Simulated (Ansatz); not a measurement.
**One shape, several levels: BH2SCl (SMILES SBCl)**

Wanted: a comparison of 6 runs (B2PLYP/STO-3G, UPBE/STO-3G, MP2/STO-3G, BCCD(T)/STO-3G, CCSD(T)/STO-3G, UCCSD(T)/STO-3G) of BH2SCl. 

The calculation is run with Ansatz 0.2.0.

61 further runs of the same task are left out: 1 that didn't finish, 60 set aside as unsound or not needed.

## (1) Starting point

BH2SCl: 5 atoms, total charge 0, spin state singlet. As SMILES, `SBCl`. The H4–S1 distance was set to 1.679 Å, away from the relaxed value.

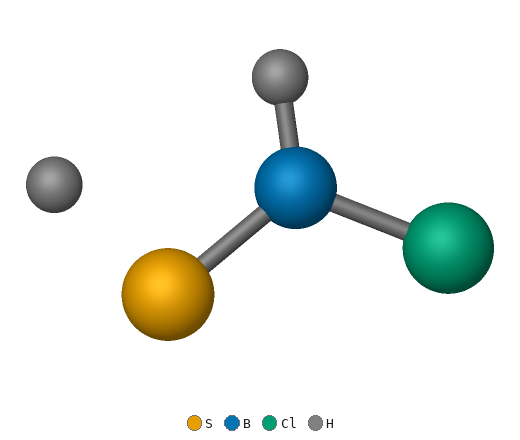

The structure, seen from a chosen angle (sulfur amber, boron blue, chlorine teal, hydrogen grey).

## (2) The energy at B2PLYP/STO-3G (run 1)

The input, in.yaml:

```yaml
crystal:
  periodic: [false, false, false]
  atoms:
    - symbol: S
      position_ang: [-1.328728, -0.323082, -0.210089]
    - symbol: B
      position_ang: [0.368672, -0.532082, 0.278111]
    - symbol: Cl
      position_ang: [0.854472, -2.053182, 0.982311]
    - symbol: H
      position_ang: [-1.157600, 1.248200, -0.777100]
    - symbol: H
      position_ang: [1.176172, 0.329118, 0.139111]
basis:
  gaussian:
    orbitals: STO-3G
hamiltonian:
  xc: {name: B2PLYP}
correlation:
  frozen_orbitals: {B: 1, Cl: 5, H: 0, S: 5}
accuracy: high
```

Started as:

```sh
$ ansatz run in.yaml --threads 1 --pin off --max-ram 2610MiB --events-out events.jsonl --progress --plain --runs-dir runs
```

Output:

```text
Warning: RAYON_NUM_THREADS=1 ignored (pool sized by the plan → 1); use --threads N
Functional definition: B2PLYP
  name "B2PLYP"
  parameter a = 0.53
  parameter c = 0.27
  exchange = (1 - a)*b88_x + a*exact_x
  correlation = (1 - c)*lyp_c + c*(mp2_os + mp2_ss)
449 factors; integrals over basis functions are off by at most 7.2e-9 eV
mean field evaluation 1: about -23790.5833 eV, gradient 1.6e1 eV
mean field evaluation 2: about -23790.5769 eV, gradient 1.6e1 eV
mean field evaluation 4: about -23791.7375 eV, gradient 1.3e0 eV
mean field evaluation 8: about -23791.7442 eV, gradient 9.2e-3 eV
mean field evaluation 16: about -23791.7442 eV, gradient 2.6e-8 eV
mean field -23791.74423539 eV, -874.3304740271 hartree, gradient 2.5e-8 eV, S^2 0.000000; 0 other end points of the search recorded, 0 dependent functions left out
11 core orbitals not correlated: weight in the atoms' cores, before any rotation towards them, 1.000 or more for the frozen orbitals, at most 0.000 for the correlated occupied ones
reference -23791.74425338 eV, -874.3304746881 hartree; 9, 9 occupied and 5, 5 virtual orbitals, 449 factors
second order -3.29134272 eV of doubles, -0.00000000 eV of singles
Total energy: -23792.63291591 eV, -874.3631324339 hartree
```

Wall time 2.2 s (1 thread of Arm Neoverse V1, shared host); peak memory 0.1 GiB.

## (3) A single-point energy at UPBE/STO-3G (run 2)

The input, in.yaml:

```yaml
crystal:
  periodic: [false, false, false]
  atoms:
    - {symbol: S, position_ang: [-1.328728, -0.323082, -0.210089]}
    - {symbol: B, position_ang: [0.368672, -0.532082, 0.278111]}
    - {symbol: Cl, position_ang: [0.854472, -2.053182, 0.982311]}
    - {symbol: H, position_ang: [-1.157600, 1.248200, -0.777100]}
    - {symbol: H, position_ang: [1.176172, 0.329118, 0.139111]}
basis:
  gaussian: {orbitals: STO-3G}
magnetization: {spin_polarized: true}
hamiltonian: {xc: pbe}
accuracy: high
```

Started as:

```sh
$ ansatz run in.yaml --threads 1 --pin off --max-ram 2610MiB --events-out events.jsonl --progress --plain --runs-dir runs
```

Output:

```text
Warning: RAYON_NUM_THREADS=1 ignored (pool sized by the plan → 1); use --threads N
Functional definition: PBE
  name "PBE"
  parameter kappa = 0.804
  parameter beta = 0.06672455060314922
  exchange = pbe_x(kappa = kappa, mu = beta*pi^2/3)
  correlation = pbe_c(beta = beta)
449 factors; integrals over basis functions are off by at most 7.2e-9 eV
mean field evaluation 1: about -23790.7186 eV, gradient 8.6e0 eV
mean field evaluation 2: about -23789.9768 eV, gradient 1.3e1 eV
mean field evaluation 4: about -23791.3800 eV, gradient 8.4e-1 eV
mean field evaluation 8: about -23791.3233 eV, gradient 1.3e-2 eV
mean field evaluation 16: about -23791.3233 eV, gradient 1.3e-8 eV
mean field -23791.32330431 eV, -874.3150050952 hartree, gradient 1.3e-8 eV, S^2 0.000000; 0 other end points of the search recorded, 0 dependent functions left out
reference -23791.32330610 eV, -874.3150051609 hartree; 20, 20 occupied and 5, 5 virtual orbitals, 449 factors
Total energy: -23791.32330610 eV, -874.3150051609 hartree
```

Wall time 2.2 s (1 thread of Arm Neoverse V1, shared host); peak memory 0.14 GiB.

## (4) A single-point energy at MP2/STO-3G (run 3)

The input, job.yaml:

```yaml
crystal:
  periodic: [false, false, false]
  atoms:
    - symbol: S
      position_ang: [-1.328728, -0.323082, -0.210089]
    - symbol: B
      position_ang: [0.368672, -0.532082, 0.278111]
    - symbol: Cl
      position_ang: [0.854472, -2.053182, 0.982311]
    - symbol: H
      position_ang: [-1.157600, 1.248200, -0.777100]
    - symbol: H
      position_ang: [1.176172, 0.329118, 0.139111]
basis:
  gaussian:
    orbitals: STO-3G
correlation:
  method: mp2
  frozen_orbitals: {B: 1, Cl: 5, H: 0, S: 5}
accuracy: high
```

Started as:

```sh
$ ansatz run job.yaml --threads 1 --pin off --max-ram 2610MiB --events-out events.jsonl --progress --plain --runs-dir runs
```

Output:

```text
Warning: RAYON_NUM_THREADS=1 ignored (pool sized by the plan → 1); use --threads N
Functional definition: HF
  name "HF"
  exchange = exact_x
  correlation = 0
449 factors; integrals over basis functions are off by at most 7.2e-9 eV
mean field evaluation 1: about -23761.8413 eV, gradient 2.0e1 eV
mean field evaluation 2: about -23761.8817 eV, gradient 2.0e1 eV
mean field evaluation 4: about -23763.7511 eV, gradient 1.4e0 eV
mean field evaluation 8: about -23763.7597 eV, gradient 6.2e-5 eV
mean field -23763.75971841 eV, -873.3020619966 hartree, gradient 1.5e-8 eV, S^2 0.000000; 0 other end points of the search recorded, 0 dependent functions left out
11 core orbitals not correlated: weight in the atoms' cores, before any rotation towards them, 1.000 or more for the frozen orbitals, at most 0.000 for the correlated occupied ones
reference -23763.75971841 eV, -873.3020619966 hartree; 9, 9 occupied and 5, 5 virtual orbitals, 449 factors
second order -2.35803110 eV of doubles, -0.00000000 eV of singles
Total energy: -23766.11774950 eV, -873.3887180411 hartree
```

Run time: 0.2 s. Hardware: 1 thread of Arm Neoverse V1, shared host.

Runs 4 to 5 aren't shown in full; the table further down has their settings and results.

## (5) A single-point energy at UCCSD(T)/STO-3G (run 6)

The input, input.yaml:

```yaml
crystal:
  periodic: [false, false, false]
  atoms:
    - {symbol: S, position_ang: [-1.328728, -0.323082, -0.210089]}
    - {symbol: B, position_ang: [0.368672, -0.532082, 0.278111]}
    - {symbol: Cl, position_ang: [0.854472, -2.053182, 0.982311]}
    - {symbol: H, position_ang: [-1.157600, 1.248200, -0.777100]}
    - {symbol: H, position_ang: [1.176172, 0.329118, 0.139111]}
basis:
  gaussian:
    orbitals: STO-3G
magnetization:
  spin_polarized: true
correlation:
  method: ccsd_t
  frozen_orbitals: {B: 1, Cl: 5, H: 0, S: 5}
accuracy: high
scf:
  omitted_lower_state_checks: [cluster_reference, increment]
```

Started as:

```sh
$ ansatz run input.yaml --threads 1 --pin off --max-ram 2610MiB --events-out events.jsonl --progress --plain --runs-dir runs
```

Output:

```text
Warning: RAYON_NUM_THREADS=1 ignored (pool sized by the plan → 1); use --threads N
[... 4 set-up lines as earlier in the session ...]
these checks for a lower state are left out or cut short: cluster_reference, increment
449 factors; integrals over basis functions are off by at most 7.2e-9 eV
mean field evaluation 1: about -23761.8413 eV, gradient 1.4e1 eV
mean field evaluation 2: about -23761.8817 eV, gradient 1.4e1 eV
mean field evaluation 4: about -23763.7511 eV, gradient 9.6e-1 eV
mean field evaluation 8: about -23763.7597 eV, gradient 3.9e-6 eV
mean field evaluation 16: about -23763.7577 eV, gradient 9.7e-2 eV
mean field -23763.75971841 eV, -873.3020619966 hartree, gradient 7.3e-8 eV, S^2 0.000000; 2 other end points of the search recorded, 0 dependent functions left out
11 core orbitals not correlated: weight in the atoms' cores, before any rotation towards them, 1.000 or more for the frozen orbitals, at most 0.000 for the correlated occupied ones
reference -23763.75971841 eV, -873.3020619966 hartree; 9, 9 occupied and 5, 5 virtual orbitals, 449 factors
second order -2.35803110 eV of doubles, -0.00000000 eV of singles
cycle   1  -2.80906437 eV  change   -4.5e-1 eV  update   9.2e-2
cycle   2  -3.10927841 eV  change   -3.0e-1 eV  update   3.5e-2
cycle   3  -3.18692185 eV  change   -7.8e-2 eV  update   1.6e-2
cycle   4  -3.18653539 eV  change    3.9e-4 eV  update   5.2e-3
cycle   5  -3.18684836 eV  change   -3.1e-4 eV  update   1.7e-3
cycle   6  -3.18658901 eV  change    2.6e-4 eV  update   3.8e-4
cycle   7  -3.18644464 eV  change    1.4e-4 eV  update   1.4e-4
cycle   8  -3.18650719 eV  change   -6.3e-5 eV  update   5.1e-5
cycle   9  -3.18655177 eV  change   -4.5e-5 eV  update   1.3e-5
cycle  10  -3.18654069 eV  change    1.1e-5 eV  update   4.4e-6
cycle  11  -3.18653981 eV  change    8.8e-7 eV  update   1.5e-6
cycle  12  -3.18653938 eV  change    4.3e-7 eV  update   5.1e-7
cycle  13  -3.18653974 eV  change   -3.6e-7 eV  update   1.7e-7
cycle  14  -3.18653972 eV  change    1.9e-8 eV  update   5.1e-8
cycle  15  -3.18653967 eV  change    4.2e-8 eV  update   2.5e-8
cycle  16  -3.18653973 eV  change   -5.2e-8 eV  update   1.3e-7
cycle  17  -3.18653987 eV  change   -1.5e-7 eV  update   5.3e-8
cycle  18  -3.18653991 eV  change   -3.9e-8 eV  update   1.8e-8
cycle  19  -3.18653992 eV  change   -6.0e-9 eV  update   5.1e-9
cycle  20  -3.18653992 eV  change    1.7e-9 eV  update   1.6e-9
cycle  21  -3.18653991 eV  change    1.5e-9 eV  update  6.3e-10
perturbative correction -0.08477426 eV, -0.0031153965 hartree
Total energy: -23767.03103258 eV, -873.4222805750 hartree
Checks for a lower state left out: cluster_reference, increment
```

It took 0.42 s on 1 thread of Arm Neoverse V1, shared host.

## (6) All runs side by side

```
run            level  frozen core orbitals  energy (Eh)  wall time
  1    B2PLYP/STO-3G                    11  -874.363132      2.2 s
  2      UPBE/STO-3G                     –  -874.315005      2.2 s
  3       MP2/STO-3G                    11  -873.388718      0.2 s
  4   BCCD(T)/STO-3G                    11  -873.422166     0.34 s
  5   CCSD(T)/STO-3G                    11  -873.422281     0.26 s
  6  UCCSD(T)/STO-3G                    11  -873.422281     0.42 s
```

## (7) Results

```
                                           quantity          value
                                run 6: total energy  -873.42228 Eh
run 6: correlation energy (11 core orbitals frozen)     -120.2 mEh
                              run 6: (T) correction      -3.12 mEh
                               run 6: T1 diagnostic          0.020
```

**Reading.** Totals of different functionals can't be ranked against each other. In runs 1, 2, 3, 4, 5, 6 the basis is minimal, so the values are rough. All runs together took 5.7 s, the longest 2.2 s.
